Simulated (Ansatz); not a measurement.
The calculation's input:

```
crystal:
  periodic: [false, false, false]
  atoms:
    - { symbol: O, position_ang: [0.6122, 1.4261, -0.4316] }
    - { symbol: C, position_ang: [0.459, 0.4029, 0.4585] }
    - { symbol: F, position_ang: [1.6987, -0.0328, 0.7699] }
    - { symbol: Al, position_ang: [-0.4718, -1.0989, -0.371] }
    - { symbol: H, position_ang: [-0.3225, 1.9071, -0.4754] }
    - { symbol: H, position_ang: [-0.0518, 0.7455, 1.3901] }
    - { symbol: H, position_ang: [-0.7529, -2.454, 0.4623] }
    - { symbol: H, position_ang: [-1.0787, -0.9531, -1.8586] }
basis:
  gaussian: { orbitals: "6-31G*" }
hamiltonian:
  xc: pbe0
  dispersion: d4
relax:
  f_tol: 0.02
  max_steps: 50
output:
  orbitals: {}
```

Command:

```sh
ansatz run input.yaml --threads 1 --pin off --max-ram 2048MiB --backend cpu --events-out ev --progress --plain --runs-dir out
```

The fields are those of the relaxed geometry.

Method: RKS PBE0-D4/6-31G* in Ansatz.

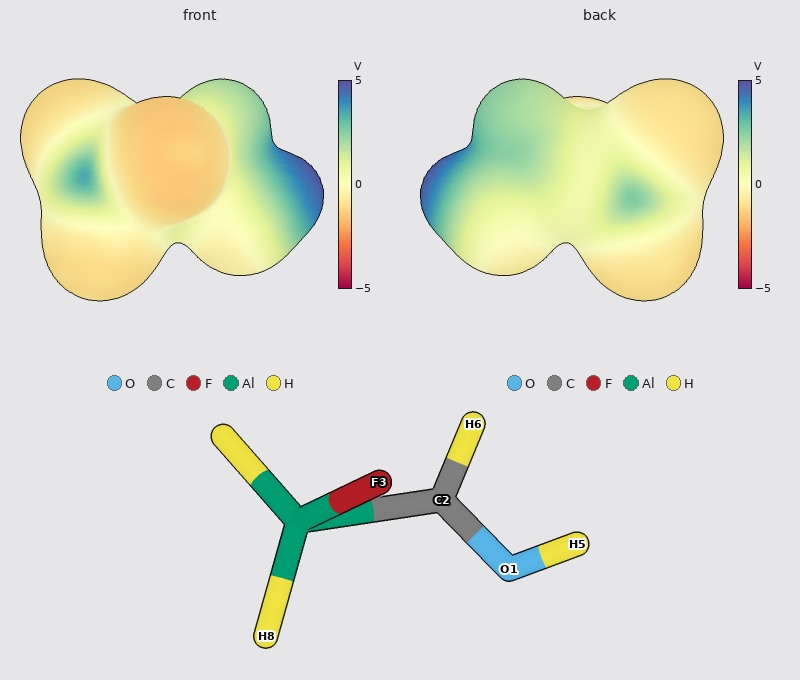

CH4AlFO. The molecular electrostatic potential painted on the density surface at 0.004 e/bohr³, seen from the front and from behind; red is negative and blue positive. The bare structure is drawn below in the same view.

### Describe the electrostatic potential map.

The most negative region (about −1.4 V) lies over F3, the most positive (about +4.8 V) over H5.
